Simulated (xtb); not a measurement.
**Geometry relaxation of CH5ClSi (part 2 of 4)**

Continued. System: CH5ClSi, SMILES [H][Si]([H])(C)Cl. Method: GFN2-xTB (xtb 6.7.1). The geometry comes from this level: GFN2-xTB.

Geometry of the input (Å):
```
Si 0.4690  -0.6732  0.3381
H  0.4536  -0.7093  1.7993
H  1.8397  -0.7273  -0.1659
C  -0.4268  0.8662  -0.3094
H  0.0300  1.7740  0.0727
H  -1.4725  0.8728  -0.0122
H  -0.3961  0.9154  -1.3956
Cl -0.4970  -2.3186  -0.3271
```

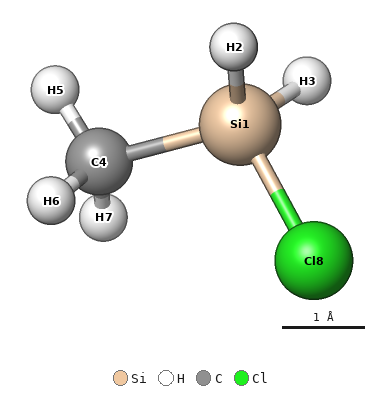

Fig. 1: The starting structure (ball-and-stick view, seen at a tilt; atoms are numbered from 1 in the order of the input).

**Output, continued**
```
........................................................................
.............................. CYCLE    7 ..............................
........................................................................

 iter      E             dE          RMSdq      gap      omega  full diag
   1    -11.1014164 -0.111014E+02  0.657E-03    6.10       0.0  T
   2    -11.1014164 -0.736124E-09  0.430E-03    6.10       8.2  T
   3    -11.1014164 -0.521117E-09  0.497E-04    6.10      71.1  T
   4    -11.1014164 -0.275691E-11  0.203E-04    6.10     174.0  T
     SCC iter.                  ...        0 min,  0.001 sec
     gradient                   ...        0 min,  0.001 sec
 * total energy  :   -11.0115589 Eh     change       -0.6088149E-06 Eh
   gradient norm :     0.0001578 Eh/α   predicted    -0.2253574E-06 ( -62.98%)
   displ. norm   :     0.0092738 α      lambda       -0.3669930E-06
   maximum displ.:     0.0092038 α      in ANC's #1, #4, #9, ...

........................................................................
.............................. CYCLE    8 ..............................
........................................................................

 iter      E             dE          RMSdq      gap      omega  full diag
   1    -11.1014235 -0.111014E+02  0.378E-03    6.10       0.0  T
   2    -11.1014235 -0.389853E-09  0.238E-03    6.10      14.9  T
   3    -11.1014235 -0.141613E-09  0.287E-04    6.10     123.0  T
   4    -11.1014235 -0.189342E-10  0.183E-04    6.10     193.5  T
     SCC iter.                  ...        0 min,  0.001 sec
     gradient                   ...        0 min,  0.001 sec
 * total energy  :   -11.0115594 Eh     change       -0.5029915E-06 Eh
   gradient norm :     0.0000855 Eh/α   predicted    -0.1819847E-06 ( -63.82%)
   displ. norm   :     0.0085858 α      lambda       -0.2892434E-06
   maximum displ.:     0.0084641 α      in ANC's #1, #4, #2, ...

........................................................................
.............................. CYCLE    9 ..............................
........................................................................

 iter      E             dE          RMSdq      gap      omega  full diag
   1    -11.1014251 -0.111014E+02  0.417E-03    6.10       0.0  T
   2    -11.1014251 -0.309885E-09  0.267E-03    6.10      13.2  T
   3    -11.1014251 -0.197753E-09  0.367E-04    6.10      96.3  T
   4    -11.1014251  0.139142E-10  0.140E-04    6.10     253.3  T
     SCC iter.                  ...        0 min,  0.001 sec
     gradient                   ...        0 min,  0.001 sec
 * total energy  :   -11.0115598 Eh     change       -0.3960189E-06 Eh
   gradient norm :     0.0000485 Eh/α   predicted    -0.1451060E-06 ( -63.36%)
   displ. norm   :     0.0074355 α      lambda       -0.2216452E-06
   maximum displ.:     0.0073817 α      in ANC's #1, #2, #4, ...

........................................................................
.............................. CYCLE   10 ..............................
........................................................................

 iter      E             dE          RMSdq      gap      omega  full diag
   1    -11.1014266 -0.111014E+02  0.359E-03    6.10       0.0  T
   2    -11.1014266 -0.269111E-09  0.225E-03    6.10      15.7  T
   3    -11.1014266 -0.100652E-09  0.345E-04    6.10     102.5  T
   4    -11.1014266 -0.726690E-10  0.193E-04    6.10     183.5  T
     SCC iter.                  ...        0 min,  0.001 sec
     gradient                   ...        0 min,  0.001 sec
 * total energy  :   -11.0115601 Eh     change       -0.2931305E-06 Eh
   gradient norm :     0.0000613 Eh/α   predicted    -0.1098716E-06 ( -62.52%)
   displ. norm   :     0.0065085 α      lambda       -0.1673954E-06
   maximum displ.:     0.0063923 α      in ANC's #1, #4, #2, ...

........................................................................
.............................. CYCLE   11 ..............................
........................................................................

 iter      E             dE          RMSdq      gap      omega  full diag
   1    -11.1014288 -0.111014E+02  0.373E-03    6.10       0.0  T
   2    -11.1014288 -0.220368E-09  0.237E-03    6.10      14.9  T
   3    -11.1014288 -0.707505E-10  0.337E-04    6.10     104.8  T
   4    -11.1014288 -0.823217E-10  0.190E-04    6.10     186.4  T
     SCC iter.                  ...        0 min,  0.001 sec
     gradient                   ...        0 min,  0.001 sec
 * total energy  :   -11.0115603 Eh     change       -0.2286299E-06 Eh
   gradient norm :     0.0000558 Eh/α   predicted    -0.8485648E-07 ( -62.88%)
   displ. norm   :     0.0056072 α      lambda       -0.1211551E-06
   maximum displ.:     0.0055474 α      in ANC's #1, #4, #3, ...

........................................................................
.............................. CYCLE   12 ..............................
........................................................................

 iter      E             dE          RMSdq      gap      omega  full diag
   1    -11.1014285 -0.111014E+02  0.257E-03    6.10       0.0  T
   2    -11.1014285 -0.121634E-09  0.164E-03    6.10      21.5  T
   3    -11.1014285 -0.784475E-10  0.202E-04    6.10     175.3  T
   4    -11.1014285  0.479616E-11  0.664E-05    6.10     532.1  T
     SCC iter.                  ...        0 min,  0.001 sec
     gradient                   ...        0 min,  0.001 sec
 * total energy  :   -11.0115605 Eh     change       -0.1720251E-06 Eh
   gradient norm :     0.0000346 Eh/α   predicted    -0.6213151E-07 ( -63.88%)
   displ. norm   :     0.0047582 α      lambda       -0.8852496E-07
   maximum displ.:     0.0047356 α      in ANC's #1, #4, #3, ...

........................................................................
.............................. CYCLE   13 ..............................
........................................................................

 iter      E             dE          RMSdq      gap      omega  full diag
   1    -11.1014273 -0.111014E+02  0.208E-03    6.10       0.0  T
   2    -11.1014273 -0.841016E-10  0.132E-03    6.10      26.8  T
   3    -11.1014273 -0.387796E-10  0.178E-04    6.10     198.9  T
   4    -11.1014273 -0.223643E-11  0.859E-05    6.10     411.5  T
     SCC iter.                  ...        0 min,  0.001 sec
     gradient                   ...        0 min,  0.001 sec
 * total energy  :   -11.0115606 Eh     change       -0.1277826E-06 Eh
   gradient norm :     0.0000256 Eh/α   predicted    -0.4589527E-07 ( -64.08%)
   displ. norm   :     0.0041910 α      lambda       -0.7216305E-07
   maximum displ.:     0.0041564 α      in ANC's #1, #3, #4, ...

........................................................................
.............................. CYCLE   14 ..............................
........................................................................

 iter      E             dE          RMSdq      gap      omega  full diag
   1    -11.1014279 -0.111014E+02  0.180E-03    6.10       0.0  T
   2    -11.1014279 -0.608242E-10  0.114E-03    6.10      31.1  T
   3    -11.1014279 -0.283311E-10  0.144E-04    6.10     244.9  T
   4    -11.1014279 -0.240519E-11  0.800E-05    6.10     442.2  T
     SCC iter.                  ...        0 min,  0.001 sec
     gradient                   ...        0 min,  0.001 sec
 * total energy  :   -11.0115607 Eh     change       -0.9752240E-07 Eh
   gradient norm :     0.0000245 Eh/α   predicted    -0.3492940E-07 ( -64.18%)
   displ. norm   :     0.0036737 α      lambda       -0.5562909E-07
   maximum displ.:     0.0036521 α      in ANC's #1, #4, #3, ...

   *** GEOMETRY OPTIMIZATION CONVERGED AFTER 14 ITERATIONS ***

------------------------------------------------------------------------
 total energy gain   :        -0.0000097 Eh       -0.0061 kcal/mol
 total RMSD          :         0.0454615 a0        0.0241 Å
 total power (kW/mol):        -0.0018150 (step)   -0.5501 (real)
------------------------------------------------------------------------

 ANCopt (total)                0 d,  0 h,  0 min,  0.046 sec
 optimizer setup                ...        0 min,  0.000 sec (  0.146%)
 model hessian                  ...        0 min,  0.000 sec (  0.787%)
 ANC generation                 ...        0 min,  0.000 sec (  0.334%)
 coordinate transformation      ...        0 min,  0.000 sec (  0.181%)
 single point calculation       ...        0 min,  0.043 sec ( 93.606%)
 optimization log               ...        0 min,  0.001 sec (  1.696%)
 hessian update                 ...        0 min,  0.000 sec (  0.199%)
 rational function              ...        0 min,  0.001 sec (  1.925%)

================
 final structure:
================
8
 xtb: 6.7.1
Si           0.46827843555816       -0.67362938932948        0.33909388895609
H            0.44017686015713       -0.71403312583103        1.79988051445865
H            1.84355392180926       -0.72163144792892       -0.15347354094207
C           -0.42644589866665        0.86635576321894       -0.30981483609482
H            0.05247248947656        1.77437962371038        0.04353397317486
H           -1.46268857540500        0.89139938540253        0.01813144371843
H           -0.42806512377479        0.89639123952306       -1.39659255119220
Cl          -0.48728210915466       -2.31924204876548       -0.34075889207895

 Bond Distances (Angstroems)
 ---------------------------
Si1-H2=1.4616        Si1-H3=1.4616        Si1-C4=1.8956        Si1-Cl8=2.0207       H2-Si1=1.4616        H3-Si1=1.4616
C4-Si1=1.8956        C4-H5=1.0857         C4-H6=1.0872         C4-H7=1.0872         H5-C4=1.0857         H6-C4=1.0872
H7-C4=1.0872         Cl8-Si1=2.0207
 C  H  Rav=1.0867 sigma=0.0007  Rmin=1.0857  Rmax=1.0872     3
 Si H  Rav=1.4616 sigma=0.0000  Rmin=1.4616  Rmax=1.4616     2
 Si C  Rav=1.8956 sigma=0.0000  Rmin=1.8956  Rmax=1.8956     1
 Cl Si Rav=2.0207 sigma=0.0000  Rmin=2.0207  Rmax=2.0207     1

 selected bond angles (degree)
 --------------------
H3-Si1-H2=110.73               C4-Si1-H2=110.83               C4-Si1-H3=110.82               Cl8-Si1-H2=107.74
Cl8-Si1-H3=107.75              Cl8-Si1-C4=108.86              H5-C4-Si1=111.09               H6-C4-Si1=111.43
H6-C4-H5=107.64                H7-C4-Si1=111.43               H7-C4-H5=107.63                H7-C4-H6=107.43

 selected dihedral angles (degree)
 ---------------------------------
H5-C4-Si1-H2= 61.09           H5-C4-Si1-H3=297.73           H5-C4-Si1-Cl8=179.41          H6-C4-Si1-H2=301.07
H6-C4-Si1-H3=177.72           H6-C4-Si1-Cl8= 59.39          H7-C4-Si1-H2=181.10           H7-C4-Si1-H3= 57.74
H7-C4-Si1-Cl8=299.41
           -------------------------------------------------
          |                Final Singlepoint                |
           -------------------------------------------------

          ...................................................
          :                      SETUP                      :
          :.................................................:
          :  # basis functions                  29          :
          :  # atomic orbitals                  27          :
          :  # shells                           13          :
          :  # electrons                        20          :
          :  max. iterations                   250          :
          :  Hamiltonian                  GFN2-xTB          :
          :  restarted?                      false          :
          :  GBSA solvation                  false          :
          :  PC potential                    false          :
          :  electronic temp.          300.0000000     K    :
          :  accuracy                    1.0000000          :
          :  -> integral cutoff          0.2500000E+02      :
          :  -> integral neglect         0.1000000E-07      :
          :  -> SCF convergence          0.1000000E-05 Eh   :
          :  -> wf. convergence          0.1000000E-03 e    :
          :  Broyden damping             0.4000000          :
          :  net charge                          0          :
          :  unpaired electrons                  0          :
          ...................................................

 iter      E             dE          RMSdq      gap      omega  full diag
   1    -11.1014279 -0.111014E+02  0.168E-05    6.10       0.0  T
   2    -11.1014279 -0.270006E-12  0.129E-05    6.10    2733.6  T
   3    -11.1014279 -0.101252E-12  0.991E-06    6.10    3566.5  T

   *** convergence criteria satisfied after 3 iterations ***

         #    Occupation            Energy/Eh            Energy/eV
      -------------------------------------------------------------
         1        2.0000           -1.0515301             -28.6136
       ...           ...                  ...                  ...
         4        2.0000           -0.4798133             -13.0564
         5        2.0000           -0.4794550             -13.0466
         6        2.0000           -0.4513013             -12.2805
         7        2.0000           -0.4501690             -12.2497
         8        2.0000           -0.4424889             -12.0407
         9        2.0000           -0.4220886             -11.4856
        10        2.0000           -0.4136254             -11.2553 (HOMO)
        11                         -0.1894516              -5.1552 (LUMO)
        12                         -0.1774642              -4.8290
        13                         -0.1616827              -4.3996
        14                         -0.0584015              -1.5892
        15                         -0.0491722              -1.3380
       ...                                ...                  ...
        27                          0.7597715              20.6744
      -------------------------------------------------------------
                  HL-Gap            0.2241738 Eh            6.1001 eV
             Fermi-level           -0.3015385 Eh           -8.2053 eV

 SCC (total)                   0 d,  0 h,  0 min,  0.003 sec
 SCC setup                      ...        0 min,  0.000 sec (  2.377%)
 Dispersion                     ...        0 min,  0.000 sec (  0.674%)
 classical contributions        ...        0 min,  0.000 sec (  0.358%)
 integral evaluation            ...        0 min,  0.001 sec ( 24.767%)
 iterations                     ...        0 min,  0.001 sec ( 23.824%)
 molecular gradient             ...        0 min,  0.001 sec ( 44.041%)
 printout                       ...        0 min,  0.000 sec (  2.965%)

         :::::::::::::::::::::::::::::::::::::::::::::::::::::
         ::                     SUMMARY                     ::
         :::::::::::::::::::::::::::::::::::::::::::::::::::::
         :: total energy             -11.011560739607 Eh    ::
         :: gradient norm              0.000024901433 Eh/a0 ::
         :: HOMO-LUMO gap              6.100079080746 eV    ::
         ::.................................................::
         :: SCC energy               -11.101426115456 Eh    ::
         :: -> isotropic ES            0.020391297161 Eh    ::
         :: -> anisotropic ES          0.001836230425 Eh    ::
         :: -> anisotropic XC          0.003788067818 Eh    ::
         :: -> dispersion             -0.004092287335 Eh    ::
         :: repulsion energy           0.089865375849 Eh    ::
         :: add. restraining           0.000000000000 Eh    ::
         :: total charge              -0.000000000000 e     ::
         :::::::::::::::::::::::::::::::::::::::::::::::::::::

           -------------------------------------------------
          |                Numerical Hessian                |
           -------------------------------------------------
step length          :   0.00500
SCC accuracy         :   0.30000
Hessian scale factor :   1.00000
frozen atoms in %    :   0.00000    0
RMS gradient         :   0.00002
estimated CPU  time      0.00 min

writing file <hessian>.
```
